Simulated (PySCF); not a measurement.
# PdNBr: relaxation and vibrations of the singlet

The task is one start of a wider search on PdNBr: the singlet, from a PBE0 minimum start. It is relaxed, tested by its Hessian and followed downhill if it is a saddle.

Computed with PySCF 2.14.0. Level: PBE0, basis Pd def2-SVP with ECP28, N def2-SVP, Br def2-SVP, scalar-relativistic core potentials, no spin–orbit coupling, density fitting.

## 1. The starting structure

3 atoms, charge 0, spin multiplicity 1.

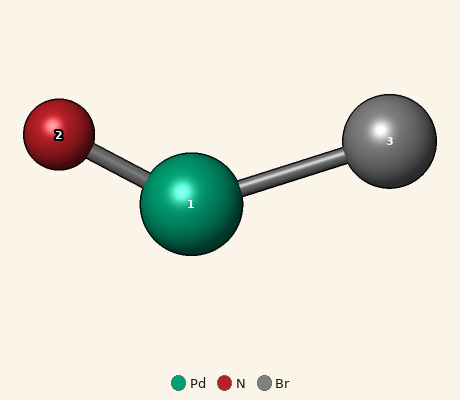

The starting geometry (palladium teal, nitrogen red, bromine grey); atoms are numbered from 1 in the order of the file.

```xyz
3
charge 0 multiplicity 1
Pd   -0.7250    0.0000   -0.4352
N    -2.3005    0.0000    0.1418
Br    1.3812    0.0000    0.5587
```

## 2. The SCF at the typed geometry

One driver script runs all steps and calls PySCF; scf.py shows how it sets up the SCF of each step. The optimiser is the driver's own. After this first run the driver tries any further starts and a stability analysis.

Contents of scf.py:

```python
from pyscf import gto, scf, dft
mol = gto.M(atom='''
Pd    -0.724987     0.000000    -0.435181
N     -2.300496     0.000000     0.141751
Br     1.381221     0.000000     0.558652''',
    basis={'Pd': 'def2-SVP', 'N': 'def2-SVP', 'Br': 'def2-SVP'},
    ecp={'Pd': 'def2-SVP'},
    charge=0, spin=0)
mf = dft.RKS(mol, xc='PBE0')
mf.grids.atom_grid = (50, 194)
aux = {'Pd': 'def2-universal-JKFIT', 'N': 'def2-universal-JKFIT', 'Br': 'def2-universal-JKFIT'}
mf = mf.density_fit(auxbasis=aux)
mf.conv_tol = 1e-08
mf.diis_space = 10
mf.max_cycle = 60
mf.init_guess = 'minao'
mf.verbose = 4
mf.kernel()
```

Launch:

```
OMP_NUM_THREADS=2 python axn.py task.json out
```

Further steps of the session: Relaxing the singlet from the PBE0 minimum start; Frequencies; The broken-symmetry singlet; Is it a minimum? Harmonic modes.

What does the calculation give? Wanted: minimum; geometry; wavenumbers; dipole moment; highest occupied, lowest empty level; polar-tensor charge of Pd1; zero-point energy; atomisation energy; ⟨S²⟩.

As calculated:

```
                                          quantity                                        value
                                           minimum                 broken-symmetry (Ms = 0), Cs
                                          geometry  Pd–Br 2.360 Å, Pd–N 1.717 Å; Br–Pd–N 114.4°
                                wavenumbers (cm⁻¹)                                113, 268, 808
                                     dipole moment                                       2.86 D
highest occupied, lowest empty level (either spin)                              -7.61, -4.12 eV
                        polar-tensor charge of Pd1                                      +0.62 e
                                 zero-point energy                                   7.1 kJ/mol
                               entropy at 298.15 K                              305.8 J/(mol K)
         atomisation energy (no zero-point energy)                                   396 kJ/mol
                                              ⟨S²⟩                                        0.990
```

**Reading.** The PBE0 minimum start keeps its Cs symmetry and ends in a minimum. The determinant is spin-contaminated (⟨S²⟩ = 0.99 against 0.00), so it is no pure spin state. The strongest infrared band lies at 268 cm⁻¹ (stretch). Only this shape and spin were tried, so other structures or states may lie lower. The SCF density has lower symmetry than the nuclear frame.
